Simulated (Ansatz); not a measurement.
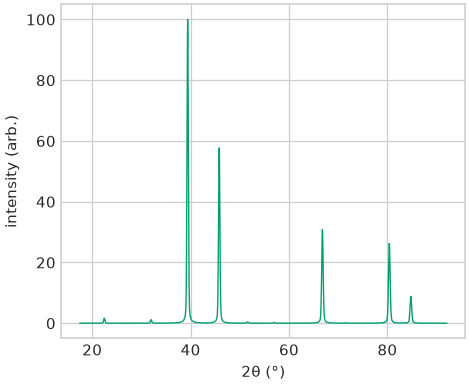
*Simulated powder pattern, Cu Kα, λ = 1.54184 Å*

The pattern belongs to a structure relaxed with PBE in the plane-wave PAW code Ansatz.

Q: Which compound is it?
A) Cu4O, Pm-3m (Cu on 1a, Cu on 3c, O on 1b)
B) ZnCu, Fd-3m (Cu on 8b, Zn on 8a)
C) Cu2O, Pn-3m (Cu on 4c, O on 2a)
D) HfO2, P4_2/nmc (Hf on 2a, O on 4d)

A: A, Cu4O, Pm-3m (Cu on 1a, Cu on 3c, O on 1b)

The start of the workflow was typed in or built on a structure type; neither database checked (COD, Materials Project) lists it. Its standing as an ambient phase is unchecked. Symmetry was held in the PBE relaxation; its stability against distortions is not shown here. The workflow began spin-polarised and lost its moments. The volume moved by 23 % from the start of the relaxation. No Hubbard U is applied.

Potentials: the earlier of the program's two PAW sets.
